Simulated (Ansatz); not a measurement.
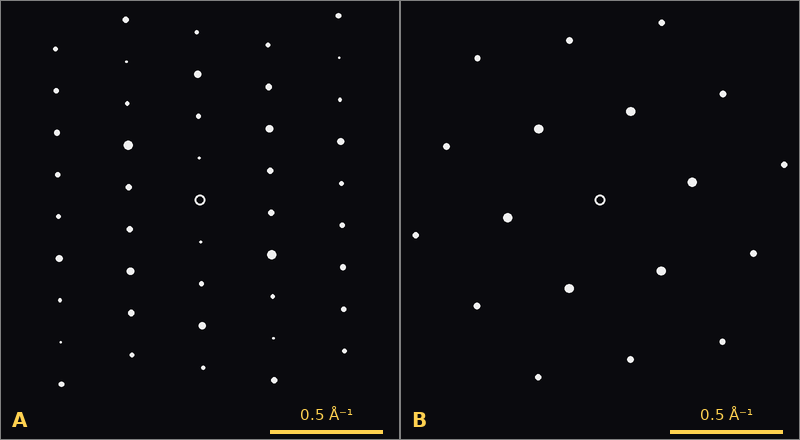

Kinematic electron diffraction patterns (200 kV, B = 0.5 Å², same scale, each along a low-index zone) of two structures of composition Ga2S, each relaxed at zero pressure with DFT PBE, scalar-relativistic, plane waves, PAW (Ansatz).

The structures (standard cells):
1. Fm-3m (No. 225), a = 6.706 Å, 12 atoms; generated start, possibly hypothetical
2. R-3m (No. 166), a = 3.620 Å, c = 15.906 Å (hexagonal axes), 9 atoms; generated start, possibly hypothetical

Which pattern belongs to which structure, and along which zone?

Answer. A is structure 2 along [100] or an equivalent direction: oblique net of 0 0 3 (weak) at d = 5.30 Å and 0 -1 1 at d = 3.08 Å, 78.9° apart. B is structure 1 along [111] or an equivalent direction: hexagonal net of -2 2 0 at d = 2.37 Å and -2 0 2 at d = 2.37 Å, 60.0° apart.

Which structure lies lowest at this level of theory, and by how much?

Answer. Structure 2 (R-3m, 20.06 Å³ an atom) is the lowest of these; structure 1 (Fm-3m, 25.13 Å³ an atom) lies about 260 meV an atom higher. These are static energies at 0 K; other structures, not shown, may lie lower still.
